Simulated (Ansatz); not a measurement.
**Optical response of H3C2**

Aim: the dielectric function of H3C2, and the optical constants that follow from it. The cell comes from an older database entry, whose edges can differ from later determinations, mostly by under a per cent.

Main program and level: Ansatz 0.2.0; DFT, PBE, plane-wave PAW, default files, scalar-relativistic, independent-particle optical response without local fields.

### 1. The structure

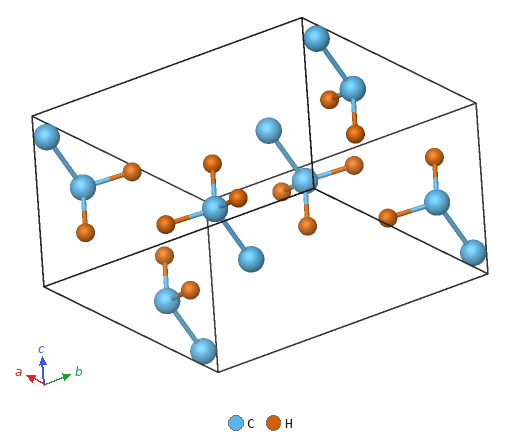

The cell as given, from a free direction (carbon blue, hydrogen orange). This picture shows the conventional cell, with its axes. Some periodic images of atoms are drawn too.

### 2. Ground state and bands

First the ground state: is it a metal or has it a gap?

This step: DFT, PBE, plane-wave PAW, default files, scalar-relativistic, ground state (Ansatz 0.2.0).

input.yaml

```yaml
crystal:
  lattice:
    - [3.579445, -3.227645, 0.0]
    - [3.579445, 3.227645, 0.0]
    - [-0.7818911305, 0.0, 4.0025240002]
  atoms:
    - { symbol: C, position: [0.7268, 0.7268, 0.719] }
    - { symbol: C, position: [0.2732, 0.2732, 0.281] }
    - { symbol: C, position: [0.9213, 0.9213, 0.9161] }
    - { symbol: C, position: [0.0787, 0.0787, 0.0839] }
    - { symbol: H, position: [0.4854, 0.217, 0.2281] }
    - { symbol: H, position: [0.783, 0.5146, 0.7719] }
    - { symbol: H, position: [0.5146, 0.783, 0.7719] }
    - { symbol: H, position: [0.217, 0.4854, 0.2281] }
    - { symbol: H, position: [0.73, 0.73, 0.4525] }
    - { symbol: H, position: [0.27, 0.27, 0.5475] }
kpoints:
  mp_grid: { grid: [5, 5, 6] }
  band_path:
    path:
      - [[0.0, 0.0, 0.0], [0.43696511, 0.43696511, -0.62541379], [0.39427214, 0.39427214, -0.64605145], [0.5, 0.5, -0.5], [0.60999345, 0.39000655, -0.5]]
      - [[0.39000655, -0.39000655, 0.5], [0.0, 0.0, 0.5], [0.47965808, 0.47965808, 0.39522387], [0.60572786, 0.60572786, -0.35394855]]
      - [[0.52034192, -0.47965808, -0.39522387], [0.56303489, -0.43696511, -0.37458621], [0.5, -0.5, 0.0], [0.0, 0.0, 0.0], [0.5, 0.0, -0.5]]
      - [[0.5, 0.0, 0.0], [0.0, 0.0, 0.0]]
    npoints: 4
scf:
  occupations: { method: fermi_dirac, width: 0.05 }
  n_extra_bands: 14
hamiltonian:
  xc: pbe
  pseudopotentials: { kind: paw }
output:
  forces: true
  stress: true
  populations: true
  write_bands: true
```

Started as:

```console
$ ansatz run input.yaml --threads 4 --pin off --max-ram 8192MiB --backend cpu --events-out ev --progress --plain --runs-dir out
```

Numbers of over 12 decimals in the logs are rounded to 6 here.

Output:

```text
scf.n_extra_bands = 14 over 11 filled bands (N_el = 22.0): the run solves 25 bands
Engine: ansatz 0.2.0, x86_64-unknown-linux-gnu
Pseudopotentials: kind: paw
Pseudopotential: C, paw, valence charge 4, recommended cutoff 420 eV (normal), C.paw.azcp
Pseudopotential: H, paw, valence charge 1, recommended cutoff 420 eV (normal), H.paw.azcp
Functional definition: PBE
  parameter kappa = 0.804
  parameter beta = 0.066725
  exchange = pbe_x(kappa = kappa, mu = beta*pi^2/3)
  correlation = pbe_c(beta = beta)
Crystal: 10 atoms, lattice volume = 92.484 Å³
Basis set: ecut = 420 eV, 1795 PW (Γ), exchange–correlation on 72×72×60 points (8 copies of the dense FFT grid, shifted against one another)
Bands: 25, of which v1, the nominal top of the filled ones, is band 11 counted from 1 (10 counted from 0)
Symmetry: 4 space group operations
Space group: C2/m (ITA 12), of the structure as read, at distance tolerance 4.5e-5 Å
k-points: 48 of 150
Non-local potential: C, projectors of the file, l = 0: 2, l = 1: 2, l = 2: 1
Non-local potential: H, projectors of the file, l = 0: 2, l = 1: 1
PAW form: soft (Blöchl's): semilocal exchange-correlation on the pseudo side does not see the compensation charge
PAW one-centre angular grid: C, 110 points (default); XC on 64 Gauss nodes
PAW one-centre angular grid: H, 110 points (default); XC on 64 Gauss nodes
Initial density: superposition of atomic densities (neutral atoms: chi_scale 0, normalization atom), corrected by the library's trained network
Initial wavefunctions: pseudopotential atomic-orbital guess
Functional: x = pbe(κ = 0.804, μ = 0.219515), c = pbe(β = 0.066725)
SCF iter   1: F=—  HF=-1098.450250 eV  |F-HF|=—  |Δ(HF+E_count)|=         —  Δρ=6.32e-3  dr2=8.67e-2  ethr=1.77e-3  ⟨swp⟩=6.1  Hψ=6153  notcnv=0  defer=54
preconditioner: auto → none  [insulator: Δε(μ)=5.205 eV  Ē_g=16.481 eV  σ=0.050 eV  W_gap=1.00  n_scr=16 (ndim 8)  ℏωp=18.1 eV  f_vac=0.040  D(μ)=0.00/eV (n_scr^D=0)  ε∞_Penn≈2.2]
SCF iter   2: F=—  HF=-1098.428538 eV  |F-HF|=—  |Δ(HF+E_count)|=   2.17e-2  Δρ=4.16e-3  dr2=1.16e-2  ethr=3.94e-4  ⟨swp⟩=2.0  Hψ=1991  notcnv=0  defer=359
SCF iter   3: F=—  HF=-1098.428444 eV  |F-HF|=—  |Δ(HF+E_count)|=   9.36e-5  Δρ=1.50e-3  dr2=1.43e-3  ethr=5.28e-5  ⟨swp⟩=2.0  Hψ=1515  notcnv=0  defer=359
SCF iter   4: F=—  HF=-1098.429592 eV  |F-HF|=—  |Δ(HF+E_count)|=   1.15e-3  Δρ=4.35e-4  dr2=1.38e-4  ethr=6.52e-6  ⟨swp⟩=2.8  Hψ=1401  notcnv=0  defer=359
SCF iter   5: F=—  HF=-1098.429664 eV  |F-HF|=—  |Δ(HF+E_count)|=   7.16e-5  Δρ=1.05e-4  dr2=4.45e-6  ethr=6.28e-7  ⟨swp⟩=2.0  Hψ=1250  notcnv=0  defer=359
SCF iter   6: F=—  HF=-1098.429673 eV  |F-HF|=—  |Δ(HF+E_count)|=   8.64e-6  Δρ=1.74e-5  dr2=1.46e-7  ethr=2.02e-8  ⟨swp⟩=2.0  Hψ=1364  notcnv=0  defer=359
SCF iter   7: F=-1098.429673 eV  HF=-1098.429673 eV  |F-HF|=1.93e-9  |Δ(HF+E_count)|=   1.92e-7  Δρ=2.57e-6  dr2=3.29e-9  ethr=4.55e-10  ⟨swp⟩=10.2  Hψ=6438  notcnv=0
SCF 1 converged in 7 iterations: F = -1098.429673 eV  dr2 = 3.29e-9
  greatest PAW one-centre occupation: 0.694 electrons in one spin orbital (limit 2), on the C atom at site 3 (counted from 0), in its partial waves of l = 0
NSCF: frozen V_eff on 52 k-points
SCF converged after 7 iterations
Free energy (F): -1098.429673 eV
Harris-Foulkes:  -1098.429673 eV  (|F-HF|=1.93e-9)
Internal energy: -1098.429673 eV  (E = F + TS)
E sigma→0 (E₀):  -1098.429673 eV
Fermi energy:    1.935861 eV
--- Per-component energies (eV) ---
  E_band       = -148.478476
  E_kinetic    = 446.185776
  E_local      = -978.902293  (includes V_loc(G=0)·N_el)
  E_nonlocal   = 121.023160
  E_hartree    = 300.670637
  E_xc         = -245.218767
  E_vxc        = -305.934375  (∫ρ·V_xc dr)
  E_paw        = -401.406555  (= ΣΔE_a)
  E_vpaw       = -32.183072  (= ΣTr[D̂ρ^β])
  E_aug_tail   = -0.008331  (compensation charges beyond the density's cutoff)
  E_ewald      = -340.773300
  E_smearing   = -0.000000  (= −TS)
  E_closure    = -0.000000  (closes the sum)
  Σ components = -1098.429673   (vs F -1098.429673, Δ=0.00e0)
--- Forces (eV/Å), atoms counted from 1 ---
  atom   1  C      1.13311452     0.00000000     0.06453203
  atom   2  C     -1.13311452     0.00000000    -0.06453203
  atom   3  C     -1.48496450    -0.00000000    -0.88506933
  atom   4  C      1.48496450     0.00000000     0.88506933
  atom   5  H      0.40871954    -0.70866888    -0.16115919
  atom   6  H     -0.40871954    -0.70866888     0.16115919
  atom   7  H     -0.40871954     0.70866888     0.16115919
  atom   8  H      0.40871954     0.70866888    -0.16115919
  atom   9  H      0.04402183    -0.00000000    -0.20060254
  atom  10  H     -0.04402183     0.00000000     0.20060254
  max |Σ_I F_I| component: 1.11e-16 eV/Å
--- Stress (GPa, compression-positive) ---
        3.298643      -0.000000      -0.302913
       -0.000000       5.250565       0.000000
       -0.302915       0.000000       2.651093
  P = ⅓ Tr σ = 3.7334 GPa (37.334 kbar)
--- Band table (eV; the first three rows and the last of 48) ---
  k-point 0: bands = [... 7 lower, -4.7805, -4.7485, -1.8412, -1.4291, 4.3503, 5.3486, 6.2536, 7.7776, ... 10 higher]
  k-point 1: bands = [... 7 lower, -4.9871, -4.8104, -1.7685, -1.2847, 4.7178, 5.5551, 5.9437, 8.0781, ... 10 higher]
  k-point 2: bands = [... 7 lower, -5.2411, -4.8976, -1.6144, -1.1155, 5.3447, 5.3964, 6.2888, 7.9003, ... 10 higher]
  k-point 47: bands = [... 7 lower, -5.1936, -4.9905, -0.7850, -0.6305, 5.7760, 5.9213, 7.3201, 7.3684, ... 10 higher]
--- Löwdin populations: 10 sites ---
  site symbol       q [e]
     0      C      4.4726
     1      C      4.4726
     2      C      4.0358
     3      C      4.0358
     4      H      0.7815
     5      H      0.7815
     6      H      0.7815
     7      H      0.7815
     8      H      0.7864
     9      H      0.7864
  spilling = 0.012919 (of n_electrons = 22.000000)
```

Wall time 7.8 s (4 threads of AMD EPYC (Zen 3), shared host); peak memory 0.44 GiB.

Reading the cycles: dr2 is the Hartree energy of the density residual (eV), the measure of convergence; HF is the Harris–Foulkes estimate of the energy, which meets the free energy F at convergence.

This step gave:

| Item | Value |
| --- | --- |
| free energy | -1098.4297 eV |
| Fermi energy | 1.936 eV |
| gap by band count | 4.981 eV |
| electrons | 22 |
| symmetry operations | 4 |
| pressure | 3.733 GPa |
| gap on the k-mesh | 4.981 eV |
| volume | 92.48 Å³ |
| gap on the path | 4.871 eV |
| least direct gap on the path | 5.283 eV |

There is a gap, 4.87 eV on the path, so no carriers' term is needed. The cell is left with a pressure of 3.7 GPa and forces up to 1.73 eV/Å, as it stands unrelaxed at this level.

The electronic bands at the labelled points (eV, zero at the Fermi level; v1 is the highest filled band, c1 the lowest empty one):

```csv
point,v4,v3,v2,v1,c1,c2,c3,c4
Γ,-6.72,-6.68,-3.78,-3.37,2.41,3.41,4.32,5.84
Y,-7.15,-6.80,-2.75,-2.52,3.93,4.06,5.32,5.74
F,-7.05,-6.72,-2.81,-2.60,3.89,4.12,5.09,5.62
L,-7.21,-7.03,-2.69,-2.46,3.93,3.93,5.83,5.94
I,-7.10,-6.91,-2.73,-2.59,3.82,4.00,5.32,5.37
jump to I1,-7.10,-6.91,-2.73,-2.59,3.82,4.00,5.32,5.37
Z,-7.08,-6.92,-3.47,-3.01,3.21,3.68,4.99,5.58
H,-7.23,-6.89,-2.71,-2.47,3.92,3.96,5.50,5.84
F1,-7.05,-6.72,-2.81,-2.60,3.89,4.12,5.09,5.62
jump to H1,-7.23,-6.89,-2.71,-2.47,3.92,3.96,5.50,5.84
Y1,-7.15,-6.80,-2.75,-2.52,3.93,4.06,5.32,5.74
X,-6.54,-6.38,-2.98,-2.50,2.79,3.80,4.76,4.92
Γ,-6.72,-6.68,-3.78,-3.37,2.41,3.41,4.32,5.84
N,-7.00,-6.58,-3.46,-2.63,3.41,4.29,5.20,5.87
jump to M,-6.79,-6.70,-3.35,-2.74,2.84,3.33,4.16,4.77
Γ,-6.72,-6.68,-3.78,-3.37,2.41,3.41,4.32,5.84
```

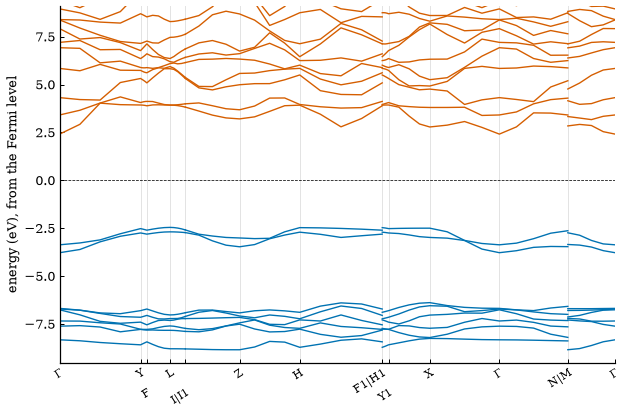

Electronic bands along the path; lines of filled and empty bands in two colours.

### 3. Spectrum

With the density converged, the vertical transitions are summed over the zone.

This step: DFT, PBE, plane-wave PAW, default files, scalar-relativistic, independent-particle optical response without local fields (Ansatz 0.2.0).

input.yaml, the sections that differ from step 2:

```yaml
kpoints:
  mp_grid: { grid: [5, 5, 6] }
scf:
  occupations: { method: fixed }
output:
  optics:
    e_range: [0, 14]
    de: 0.05
    sigma: 0.1
    nscf_kmesh: { grid: [6, 6, 6] }
    bands: { spectra_wanted_up_to: 14 }
# crystal, hamiltonian: as in step 2
```

Output:

```text
[...]
Crystal: 10 atoms, lattice volume = 92.484 Å³
Basis set: ecut = 420 eV, 1795 PW (Γ)
Bands: 21, of which v1, the nominal top of the filled ones, is band 11 counted from 1 (10 counted from 0)
Symmetry: 4 space group operations
[...]
k-points: 48 of 150
[...]
SCF iter   1: F=—  HF=-1098.450049 eV  |F-HF|=—  |Δ(HF+E_count)|=         —  Δρ=6.32e-3  dr2=8.64e-2  ethr=1.77e-3  ⟨swp⟩=4.8  Hψ=4225  notcnv=0  defer=341
[...]
SCF iter   9: F=-1098.429693 eV  HF=-1098.429693 eV  |F-HF|=4.77e-12  |Δ(HF+E_count)|=  3.09e-11  Δρ=7.03e-8  dr2=1.79e-12  ethr=1.00e-12  ⟨swp⟩=9.1  Hψ=4862  notcnv=0
SCF 1 converged in 9 iterations: F = -1098.429693 eV  dr2 = 1.79e-12
[...]
NSCF: frozen V_eff on 68 k-points
[...]
output.optics: what the bands over the 36 summed would add to eps1, eps2 and the energy-loss function is held between a lower and an upper bound (7 Lanczos steps). eps1, eps2 and their loss function (loss_summed_bands) are given on every row as the summed bands alone make them. Along an axis, on a row where the two bounds hold the loss function to about 1 % of the greater of itself and 0.5 % of |1/eps|, its cell (loss_completed) is given, with the completed eps1 and eps2 that it is formed of (a cell that is left empty reads nan in the table and null in the record). The two bounds hold it so along every axis on all 281 rows up to 14.000 eV. [rest of the remark cut]
SCF converged after 9 iterations
Free energy (F): -1098.429693 eV
[...]
Internal energy: -1098.429693 eV  (E = F + TS)
E sigma→0 (E₀):  -1098.429693 eV
Fermi energy:    -0.630467 eV
[...]
--- Band table (eV; the first three rows and the last of 48) ---
  k-point 0: bands = [... 7 lower, -4.7805, -4.7485, -1.8412, -1.4291, 4.3504, 5.3486, 6.2536, 7.7776, ... 6 higher]
  k-point 1: bands = [... 7 lower, -4.9871, -4.8104, -1.7685, -1.2847, 4.7178, 5.5551, 5.9437, 8.0781, ... 6 higher]
  k-point 2: bands = [... 7 lower, -5.2411, -4.8976, -1.6144, -1.1155, 5.3447, 5.3964, 6.2888, 7.9003, ... 6 higher]
  k-point 47: bands = [... 7 lower, -5.1936, -4.9905, -0.7850, -0.6305, 5.7761, 5.9213, 7.3201, 7.3684, ... 6 higher]
```

Run time: 48 s. Hardware: 4 threads; peak memory 0.95 GiB; 2.9 min of CPU time.

This step gave:

* electronic dielectric constant ε∞, mean over x, y and z (by symmetry where fewer were run): 2.789
* absorption onset, first axis (α over 10⁴ cm⁻¹, or the direct gap if that lies higher): 5.534 eV
* main peak of Im epsilon, first axis: 6.376 eV
* centre of weight of the strongest loss peak in the window: 8.445 eV
* least direct gap on the mesh: 5.283 eV
* bands summed: 36
* spectra valid up to: 20.81 eV
* program's estimate of the k-sum error in Im epsilon: 0.16 %
* electrons in the f-sum: 16.80

The Im ε has structure finer than the step of the table below, so its rows give means over 1 eV, whole bins alone (the curve runs from 0 to 14 eV). Peaks (eV: height): E ∥ x 6.4: 16.1, 13.8: 3.21; E ∥ y 6.3: 1.33, 10.5: 3.21, 12.1: 5.52, 13.2: 3.29; E ∥ z 6.6: 6.61, 9.9: 3.37, 11.8: 3.30, 13.8: 2.99.

Im ε against photon energy; means over each step:

```csv
photon energy (eV),E ∥ x,E ∥ y,E ∥ z
4,0,0,0
5,0.00323,0.00157,0.00262
6,6.24,0.605,2.65
7,6.95,0.792,3.45
8,1.16,0.666,0.846
9,0.488,0.597,0.707
10,1.20,1.79,2.54
11,1.68,2.47,1.98
12,1.94,4.16,2.88
13,1.76,3.10,2.48
```

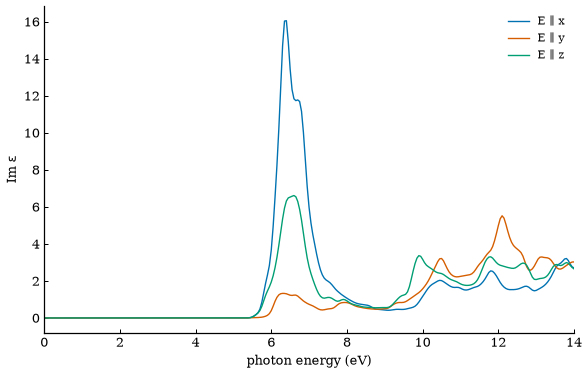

Im ε, plotted against photon energy.

(Part 1 of 2 ends here.)

[Logs are printed without paths, hosts, clocks, repeated set-up lines and the standing remarks that a program may print on its own settings, such as how far it seeks lower states.]

[Hosts, paths, dates, database ids (printed as entryN), source tags and the programs' standing remarks are cut or masked in the printed files.]
